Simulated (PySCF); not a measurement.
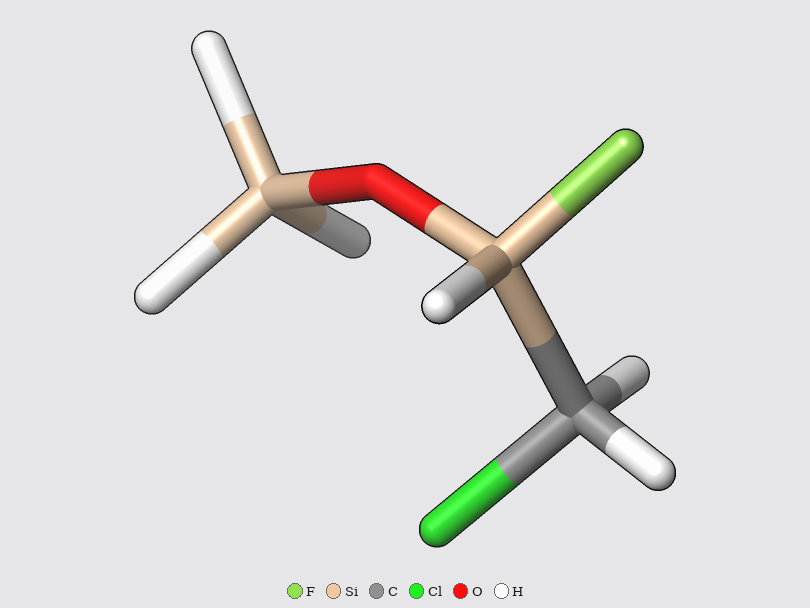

The geometry was computed by an optimisation with PBE0-D3(BJ)/def2-SVP. No frequency run is at hand to confirm it as a minimum. Program: PySCF 2.14.0.

At this fixed geometry, give HOMO energy (eV) at these levels: B97-D/pcSseg-1; HF/pcSseg-1; PBE0/6-31G; PBE0/def2-TZVP; PBE0/pcSseg-0; PBE0/pcSseg-2; ωB97X-D/pcSseg-1.

```tsv
level	HOMO energy (eV)
B97-D/pcSseg-1	−7.08
HF/pcSseg-1	−11.82
PBE0/6-31G	−8.45
PBE0/def2-TZVP	−8.38
PBE0/pcSseg-0	−8.55
PBE0/pcSseg-2	−8.44
ωB97X-D/pcSseg-1	−10.39
```
